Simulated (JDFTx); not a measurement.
Ta(110) slab cut from bulk Ta (space group Im-3m, indices of the conventional cell, lattice of the Materials Project entry mp-50, not re-optimised): 4 atoms in 4 planes, a 1x1 cell of 7.75 Å² (|a| = 2.866, |b| = 2.866 Å), 6.9 Å between the outermost planes, cell height 23.0 Å, 8×8×1 k mesh, Fermi smearing 0.01 Ha, no spin polarisation.

Level of theory: PBE, GBRV ultrasoft potentials, plane waves to 20/100 Ha; code: a modified build of JDFTx. Liquid on both sides: CANDLE, water, 0.5 M NaF; nuclei fixed. U vs SHE = −μ/e − 4.44 V throughout (conventional absolute potential of the hydrogen electrode).

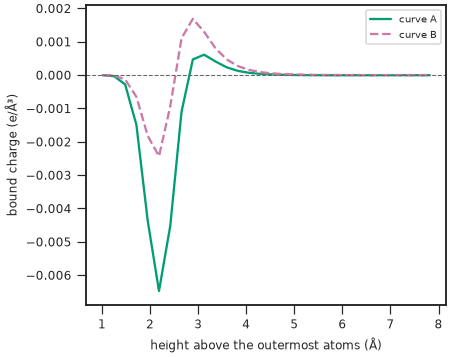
Figure. Plane-averaged bound charge of the liquid for two states of the electrode

Task: One curve is the neutral slab. Which, and what is the sign of the other's charge?

Result: Curve B is neutral (potential of zero charge, -0.16 V). Curve A is positively charged, 6.2 μC/cm² at 0.15 V.
